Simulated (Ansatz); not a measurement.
## Lattice dynamics of MoS2 monolayer (2H)

Aim: the phonons of MoS2 monolayer (2H) at a cell relaxed beforehand at this level. After the zone centre comes a 6×6×1 q mesh on a 12×12×1 k mesh.

Calculated with Ansatz 0.2.0; DFT PBEsol, scalar-relativistic, plane waves, PAW.

## 1. Set-up

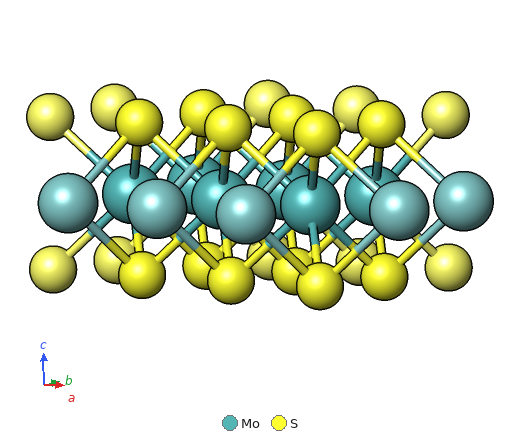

The cell as given, from a free direction (molybdenum teal, sulfur yellow). 3×2×1 cells are drawn. Some periodic images of atoms are drawn too.

The cell holds 3 atoms: 1 Mo and 2 S. Cell: a = 3.140 Å, b = 3.140 Å, c = 30.000 Å, α = 90.0°, β = 90.0°, γ = 120.0°. Vacuum lies along c.

## 2. Zone-centre response

The cell comes from relaxations at this level that are not shown. The zone centre comes first: it holds the modes that light can see, as far as symmetry allows. The response to a homogeneous field gives the Born charges and the dielectric tensor, and its change with displacement the Raman tensors.

input.yaml reads:

```yaml
crystal:
  lattice:
    - [3.1404963714, 0.0, 0.0]
    - [-1.5702481857, 2.7197496381, 0.0]
    - [0.0, 0.0, 30.0]
  atoms:
    - { symbol: Mo, position: [0.3333333333, 0.6666666667, 0.3333333333] }
    - { symbol: S, position: [0.6666666667, 0.3333333333, 0.3852798264] }
    - { symbol: S, position: [0.6666666667, 0.3333333333, 0.2813868402] }
  periodic: [true, true, false]
kpoints:
  mp_grid: { grid: [12, 12, 1] }
hamiltonian:
  xc: pbesol
scf:
  occupations: { method: fixed }
output:
  eigenvalues: true
phonons:
  method: dfpt
  dielectric: true
  raman: true
```

Launch:

```sh
> ansatz run input.yaml --threads 8 --pin off --max-ram 14336MiB --backend cpu --events-out ev --progress --plain --runs-dir out
```

Numbers of over 12 decimals in the logs are rounded to 6 here.

What it wrote:

```text
Warning: phonons.dielectric: true without phonons.rigid_motions: the static dielectric tensor ε⁰ will be withheld (ε∞, Z* and the rows of modes are given); for a crystal or a slab, whose only rigid motions are the translations, set phonons.rigid_motions: translations
Engine: ansatz 0.2.0, aarch64-unknown-linux-gnu
Pseudopotentials: kind: paw
Pseudopotential: Mo, paw, valence charge 14, recommended cutoff 420 eV (normal), Mo.paw.azcp
Pseudopotential: S, paw, valence charge 6, recommended cutoff 420 eV (normal), S.paw.azcp
Functional definition: PBEsol
  exchange = pbesol_x
  correlation = pbesol_c
Crystal: 3 atoms, lattice volume = 256.241 Å³
Basis set: ecut = 420 eV, 4961 PW (Γ), exchange–correlation on 48×48×432 points (8 copies of the dense FFT grid, shifted against one another)
Bands: 17, of which v1, the nominal top of the filled ones, is band 13 counted from 1 (12 counted from 0)
Symmetry: 12 space group operations
k-points: 43 of 144 (irreducible under 2 space group operations, time reversal used)
Non-local potential: Mo, projectors of the file, l = 0: 3, l = 1: 2, l = 2: 2, l = 3: 1
Non-local potential: S, projectors of the file, l = 0: 2, l = 1: 2, l = 2: 2
PAW form: soft (Blöchl's): semilocal exchange-correlation on the pseudo side does not see the compensation charge
PAW frozen core: Mo, regenerated for the run's functional, and the local potential with it (the file was generated under x = pbe(κ = 0.804, μ = 0.219515), c = pbe(β = 0.066725))
PAW frozen core: S, regenerated for the run's functional, and the local potential with it (the file was generated under x = pbe(κ = 0.804, μ = 0.219515), c = pbe(β = 0.066725))
PAW one-centre angular grid: Mo, 590 points (default); XC on 64 Gauss nodes
PAW one-centre angular grid: S, 110 points (default); XC on 64 Gauss nodes
Initial density: superposition of atomic densities (neutral atoms: chi_scale 0, normalization atom), corrected by the library's trained network
Initial wavefunctions: pseudopotential atomic-orbital guess
Functional: x = pbesol(κ = 0.804, μ = 0.123457), c = pbesol(β = 0.046)
SCF iter   1: F=—  HF=-6670.138514 eV  |F-HF|=—  |Δ(HF+E_count)|=         —  Δρ=3.34e-3  dr2=3.74e-2  ethr=1.77e-3  ⟨swp⟩=8.0  Hψ=5112  notcnv=0  defer=79
preconditioner: auto → none  [insulator: Δε(μ)=1.804 eV  Ē_g=8.187 eV  n_scr=16 (ndim 8)  ℏωp=9.8 eV  f_vac=0.766  ε∞_Penn≈2.4]
SCF iter   2: F=—  HF=-6670.160345 eV  |F-HF|=—  |Δ(HF+E_count)|=   2.18e-2  Δρ=4.39e-3  dr2=1.49e-1  ethr=1.44e-4  ⟨swp⟩=4.7  Hψ=2185  notcnv=0  defer=86
SCF iter   3: F=—  HF=-6670.140945 eV  |F-HF|=—  |Δ(HF+E_count)|=   1.94e-2  Δρ=1.34e-3  dr2=5.64e-3  ethr=1.44e-4  ⟨swp⟩=3.8  Hψ=1380  notcnv=0  defer=86
SCF iter   4: F=—  HF=-6670.142018 eV  |F-HF|=—  |Δ(HF+E_count)|=   1.07e-3  Δρ=3.37e-4  dr2=8.85e-5  ethr=2.17e-5  ⟨swp⟩=3.5  Hψ=1566  notcnv=0  defer=86
SCF iter   5: F=—  HF=-6670.142173 eV  |F-HF|=—  |Δ(HF+E_count)|=   1.55e-4  Δρ=6.17e-5  dr2=1.07e-5  ethr=3.40e-7  ⟨swp⟩=3.7  Hψ=1913  notcnv=0  defer=86
SCF iter   6: F=—  HF=-6670.142178 eV  |F-HF|=—  |Δ(HF+E_count)|=   4.74e-6  Δρ=1.14e-5  dr2=1.91e-7  ethr=4.11e-8  ⟨swp⟩=2.8  Hψ=1295  notcnv=0  defer=86
SCF iter   7: F=—  HF=-6670.142174 eV  |F-HF|=—  |Δ(HF+E_count)|=   4.00e-6  Δρ=2.71e-6  dr2=6.55e-9  ethr=7.36e-10  ⟨swp⟩=3.7  Hψ=1905  notcnv=0  defer=86
SCF iter   8: F=—  HF=-6670.142174 eV  |F-HF|=—  |Δ(HF+E_count)|=   3.93e-8  Δρ=5.29e-7  dr2=6.64e-10  ethr=2.52e-11  ⟨swp⟩=3.6  Hψ=1758  notcnv=0  defer=85
SCF iter   9: F=-6670.142174 eV  HF=-6670.142174 eV  |F-HF|=4.95e-10  |Δ(HF+E_count)|=   5.02e-9  Δρ=1.12e-7  dr2=3.62e-11  ethr=1.00e-12  ⟨swp⟩=19.8  Hψ=8600  notcnv=0
SCF 1 converged in 9 iterations: F = -6670.142174 eV  dr2 = 3.62e-11
  greatest PAW one-centre occupation: 0.999 electrons in one spin orbital (limit 2), on the Mo atom at site 0 (counted from 0), in its partial waves of l = 0
DFPT response loops at Γ: preconditioner auto → none (the input reference at scf.mixing.eps_inf says where Resta's filter doesn't serve); β = 0.50; Broyden in place of MSR1
── the response to a field inside a basis, on 18×18×2 k-points: an SCF that follows is theirs, and a resumed run solves both again ──
Bands: 14, of which v1, the nominal top of the filled ones, is band 13 counted from 1 (12 counted from 0)
k-points: 90
Initial density: handed on by an earlier stage of this run
Initial wavefunctions: pseudopotential atomic-orbital guess (no wavefunctions were taken with the density)
Eigensolver: Dense (90 Hₖ)
SCF iter   1: F=—  HF=-6670.135442 eV  |F-HF|=—  |Δ(HF+E_count)|=         —  Δρ=8.64e-5  dr2=3.65e-6  ethr=1.00e-1
preconditioner: auto → none  [insulator: Δε(μ)=1.838 eV  Ē_g=7.318 eV  n_scr=16 (ndim 8)  ℏωp=9.8 eV  f_vac=0.767  ε∞_Penn≈2.8]
SCF iter   2: F=—  HF=-6670.135444 eV  |F-HF|=—  |Δ(HF+E_count)|=   1.60e-6  Δρ=4.24e-5  dr2=1.00e-6  ethr=1.40e-8
SCF iter   3: F=—  HF=-6670.135446 eV  |F-HF|=—  |Δ(HF+E_count)|=   1.80e-6  Δρ=3.25e-5  dr2=8.80e-6  ethr=3.86e-9  recentre
SCF iter   4: F=—  HF=-6670.135444 eV  |F-HF|=—  |Δ(HF+E_count)|=   1.22e-6  Δρ=2.42e-6  dr2=6.57e-9  ethr=3.86e-9
SCF iter   5: F=—  HF=-6670.135444 eV  |F-HF|=—  |Δ(HF+E_count)|=  9.98e-10  Δρ=3.51e-7  dr2=3.00e-10  ethr=2.53e-11
SCF iter   6: F=-6670.135444 eV  HF=-6670.135444 eV  |F-HF|=2.64e-11  |Δ(HF+E_count)|=  8.28e-11  Δρ=7.55e-8  dr2=1.39e-11  ethr=1.16e-12
SCF 1 converged in 6 iterations: F = -6670.135444 eV  dr2 = 1.39e-11
DFPT response loops at Γ: mixed as the last ones told, above
DFPT response loops at Γ: mixed as the last ones told, above
SCF converged after 9 iterations
Free energy (F): -6670.142174 eV
Harris-Foulkes:  -6670.142174 eV  (|F-HF|=4.95e-10)
Internal energy: -6670.142174 eV  (E = F + TS)
E sigma→0 (E₀):  -6670.142174 eV
Fermi energy:    -5.968588 eV
--- Per-component energies (eV) ---
  E_band       = -576.735697
  E_kinetic    = 656.640059
  E_local      = -45293.655818  (includes V_loc(G=0)·N_el)
  E_nonlocal   = 201.396907
  E_hartree    = 22209.078520
  E_xc         = -375.678529
  E_vxc        = -404.535748  (∫ρ·V_xc dr)
  E_paw        = -4311.919333  (= ΣΔE_a)
  E_vpaw       = -154.738827  (= ΣTr[D̂ρ^β])
  E_aug_tail   = 0.000032  (compensation charges beyond the density's cutoff)
  E_ewald      = 20243.662789
  E_core_change = 0.333198  (= ΣΔE_core)
  E_smearing   = -0.000000  (= −TS)
  E_closure    = -0.000000  (closes the sum)
  Σ components = -6670.142174   (vs F -6670.142174, Δ=0.00e0)
--- Band table (eV; the first three rows and the last of 43) ---
  k-point 0: bands = [... 9 lower, -7.8161, -7.4269, -7.4269, -6.0406, -3.0715, -3.0715, -2.7949, -2.7949]
  k-point 1: bands = [... 9 lower, -8.2929, -7.5998, -7.1150, -6.0835, -3.2189, -3.1069, -2.9204, -2.8818]
  k-point 2: bands = [... 9 lower, -8.1509, -8.0052, -7.0303, -6.3011, -3.6042, -3.2856, -3.2093, -2.4506]
  k-point 42: bands = [... 9 lower, -9.2861, -8.9547, -7.5992, -6.4850, -3.6960, -2.9767, -2.8226, -1.1739]
--- Phonons (Γ-DFPT): 4 representative perturbations + reference, on 43 of 144 k-points (Σ response iterations 21) ---
  k mesh reduced under 2 symmetry operations, with k and −k counted as one. Each operation leaves every solved perturbation unchanged. A smaller set is not considered because the run solves the response to a homogeneous field
  ASR residual: 4.054e-5 → 0.000e0 eV/Å²; symmetrization residual: 1.151e-5 eV/Å²
  ASR residual per site (eV/Å²): 4.05e-5 1.87e-5 1.87e-5
  Γ frequencies (cm⁻¹): 0.00 0.00 0.00 285.69 285.69 386.45 386.45 406.71 472.22
  ε∞ (high-frequency dielectric tensor):
        3.833302     0.000000     0.000000
        0.000000     3.833302     0.000000
        0.000000     0.000000     1.170101
  α∞ (the layer's polarisability for a field applied outside it; Å, Gaussian; ε∞ is over the cell's 30.000 Å):
        6.764010     0.000000     0.000000
        0.000000     6.764010     0.000000
        0.000000     0.000000     0.406086
  ε⁰ (static dielectric tensor): not given — the deck does not say what the cell's rigid motions are, and on a molecule in a box or a wire the rigid rotations would enter the sum over the modes at Γ. For a crystal or a slab, whose only rigid motions are the translations, set phonons.rigid_motions: translations.
  Born effective charges Z* (e; rows j = field, columns β = displacement):
    site 0:
        -1.13160   -0.00000    0.00000
         0.00000   -1.13160    0.00000
         0.00000    0.00000   -0.08071
    site 1:
         0.56580    0.00000   -0.00000
        -0.00000    0.56580   -0.00000
         0.00000   -0.00000    0.04036
    site 2:
         0.56580    0.00000    0.00000
        -0.00000    0.56580    0.00000
        -0.00000    0.00000    0.04036
  Z* charge neutrality: 9.929e-4 e pre-enforcement
  solved inside a basis spanned on kpoints, on 18×18×2 k-points transformed towards the longest dipole: ε∞ is read to err by 1.2e-2, Z* by 1.5e-2 e (field_mesh: kpoints solves on kpoints); Z* is corrected for what the basis lacks
  Raman tensors (in the event stream and the table raman_tensors.tsv): an entry may err by 2.8e-2 Å², one of the second-order susceptibility by 7.7e-3 pm/V (basis, points and sum rule); their sum over the sites missed zero by 2.165e-4 Å² ahead of its enforcement
  optical modes at Γ without the LO–TO term, one row a degenerate level:
      ω (cm⁻¹)  modes    IR ((D/Å)²/amu)  static Raman (Å⁴/amu)  depolarisation
        285.69      2             0.0000                 0.0004           0.750
        386.45      2             1.5373               318.9006           0.750
        406.71      1             0.0000                88.5900           0.099
        472.22      1             0.0039                 0.0000               —
```

Elapsed: 3.1 min, on 8 threads of Arm Neoverse V1, shared host; peak memory 3 GiB.

Numbers from this step:

```yaml
gap_on_the_k_mesh: 1.806 eV
sum_rule_residual_before_enforcement: 4.05e-5 eV/Å²
miss_of_the_charge_sum_rule: 9.93e-4 e
estimated_error_of_the_dielectric_tensor: 0.01191
estimated_error_of_the_born_charges: 0.01500 e
point_group: -6m2
area_per_atom: 2.847 Å²
highest_optical_mode_at_the_zone_centre_no_lo_to_term: 472.2 cm⁻¹
lowest_optical_zone_centre_mode: 285.7 cm⁻¹
largest_born_charge_third_of_the_trace: -0.7813 e
```

Without the LO-TO term. Patterns of degenerate modes are one choice out of their space. The modes at Γ (shares of kinetic energy by element, %):

| mode | frequency (cm⁻¹) | symmetry | Mo % | S % |
| --- | --- | --- | --- | --- |
| 1 | 0.0 | acoustic | 60 | 40 |
| 2 | 0.0 | acoustic | 60 | 40 |
| 3 | 0.0 | acoustic | 60 | 40 |
| 4 | 285.7 | E'' | 0 | 100 |
| 5 | 285.7 | E'' | 0 | 100 |
| 6 | 386.4 | E' | 40 | 60 |
| 7 | 386.4 | E' | 40 | 60 |
| 8 | 406.7 | A1' | 0 | 100 |
| 9 | 472.2 | A2'' | 40 | 60 |

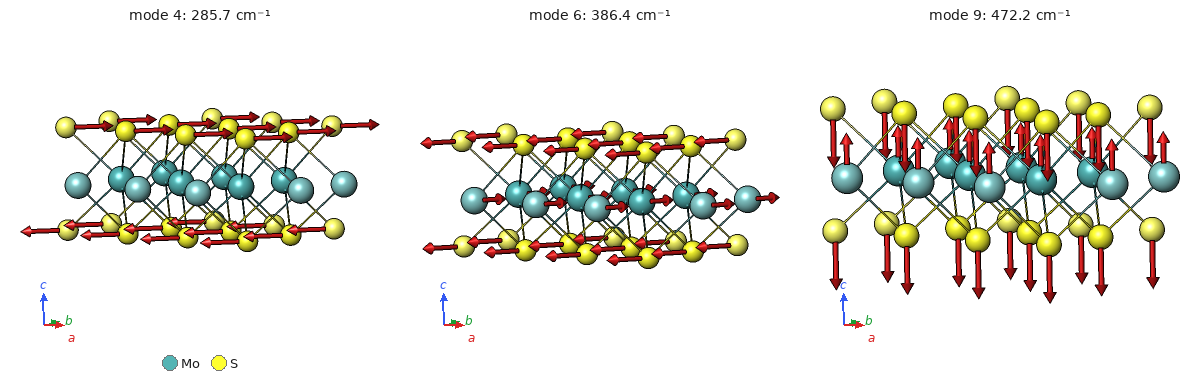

Displacement patterns of modes 4, 6 and 9 at Γ; arrows are exaggerated. 3×2×1 cells are drawn. Some periodic images of atoms are drawn too.

High-frequency dielectric tensor, averaged over the cell of height 30.0 Å or as lengthened by the program, vacuum included. Tensor:

|  | x | y | z |
| --- | --- | --- | --- |
| x | 3.833 | 0 | 0 |
| y | 0 | 3.833 | 0 |
| z | 0 | 0 | 1.17 |

Born charge (rows field, columns displacement) (e), principal values of the symmetric part by kind of site:

| atom | atoms with these values | low | middle | high | mean |
| --- | --- | --- | --- | --- | --- |
| Mo1 | 1 | -1.13 | -1.13 | -0.08 | -0.78 |
| S2 | 2 | 0.04 | 0.57 | 0.57 | 0.39 |

In full for Mo1:

```
-1.13  0.00  0.00
 0.00 -1.13  0.00
 0.00  0.00 -0.08
```

Transverse modes. Lines of the infrared spectrum (strongest = 100):

| position (cm⁻¹) | label | relative intensity |
| --- | --- | --- |
| 286 | E'' | 0.0 |
| 386 | E' | 100 |
| 407 | A1' | 0.0 |
| 472 | A2'' | 0.3 |

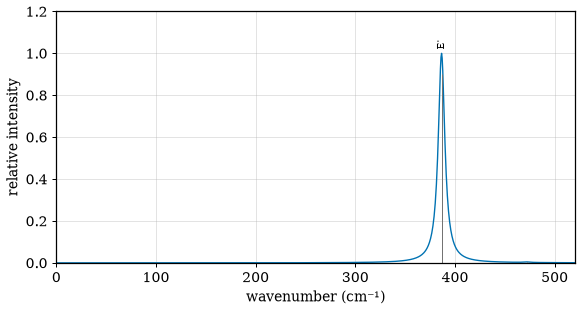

The infrared spectrum, broadened with Lorentzians of width 8 cm⁻¹; bars mark the lines.

Activity x (w_L - w)^4 (n + 1)/w, 532 nm, 300 K; the tensors are static ones, while 532 nm light lies above the computed direct gap, where resonance would change the heights. Raman lines, with heights relative to the strongest:

| position (cm⁻¹) | label | relative intensity |
| --- | --- | --- |
| 286 | E'' | 0.0 |
| 386 | E' | 100 |
| 407 | A1' | 26 |
| 472 | A2'' | 0.0 |

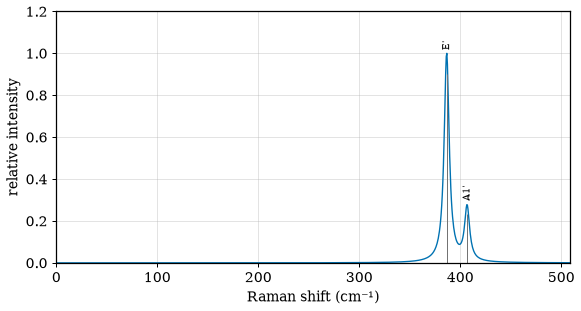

The Raman spectrum, broadened with Lorentzians of width 6 cm⁻¹; bars mark the lines.

Before it was imposed, the acoustic sum rule was missed by 4.1e-5 eV/Å² and the charge sum rule by 9.9e-4 e. Small misses are needed for a sound result but don't prove that mesh and cutoff are converged. The lowest optical mode is real, 286 cm⁻¹.

(Part 1 of 2 ends here.)

[Logs are printed without paths, hosts, clocks, repeated set-up lines and the standing remarks that a program may print on its own settings, such as how far it seeks lower states.]

[Hosts, paths, dates, database ids (printed as entryN), source tags and the programs' standing remarks are cut or masked in the printed files.]
